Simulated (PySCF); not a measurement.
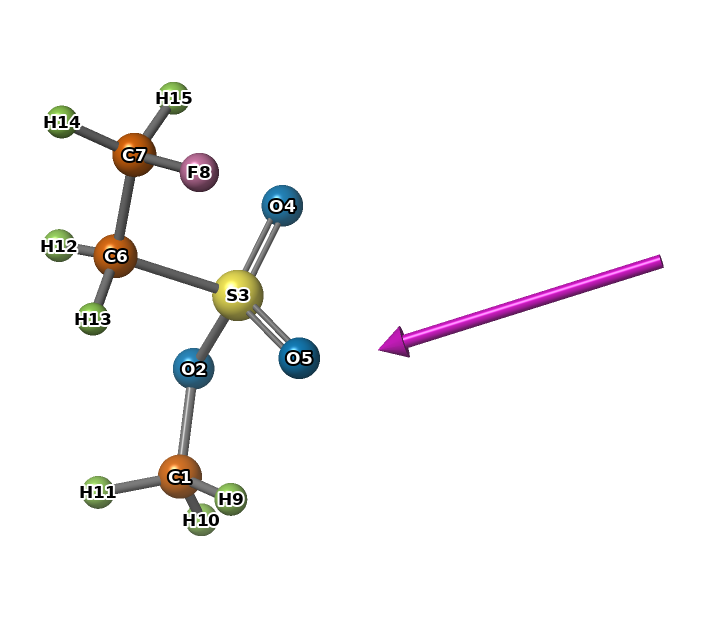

The arrow beside the molecule shows the direction of the dipole moment, from the negative to the positive end (its length means nothing). The computed structure is the end point of a GFN2-xTB optimisation. No frequency run is at hand to confirm it as a minimum. Properties computed with B3LYP/def2-SVPD, gas phase (PySCF 2.14.0).

Estimate the dipole moment.

5.07 D; it points from the side of O4 to the side of H11 (the outermost atoms at the two ends).
